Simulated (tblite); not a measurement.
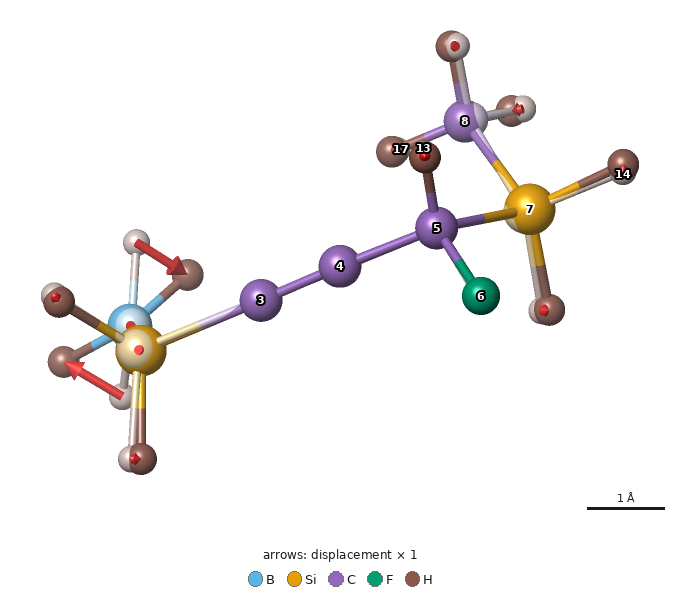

A relaxation of C4H10BFSi2. The starting structure is drawn faded, the final one solid; red arrows show the displacements, at their true length. The two geometries are superimposed by the best rigid fit.

The picture is a ball-and-stick view, seen from a free direction.

Method: GFN2-xTB geometry optimisation, gas phase (tblite 0.8.0). 

### Which element moves most?

Hydrogen: up to 0.90 Å, against 0.09 Å for silicon.

### Describe the change and its energy.

After 129 geometry steps the energy has fallen by 0.237 eV. The atom that moves furthest after the best rigid fit is an H atom (0.90 Å). By element the largest moves are H 0.90 Å, Si 0.09 Å, B 0.09 Å, C 0.07 Å, F 0.05 Å. Near-neighbour distances that change, for instance: C–Si 1.858 → 1.936 Å, C–Si 1.825 → 1.854 Å, C–H 1.115 → 1.087 Å, C–Si 1.868 → 1.895 Å. Among the angles between lasting bonds that change: C–Si–H 110.0° → 104.0°, B–Si–H 109.6° → 114.7°, C–Si–H 109.7° → 105.1°. Groups turn about B–Si by about 50°. Cost: 0.86 s on 1 thread of Arm Neoverse V2, with other jobs on the host.
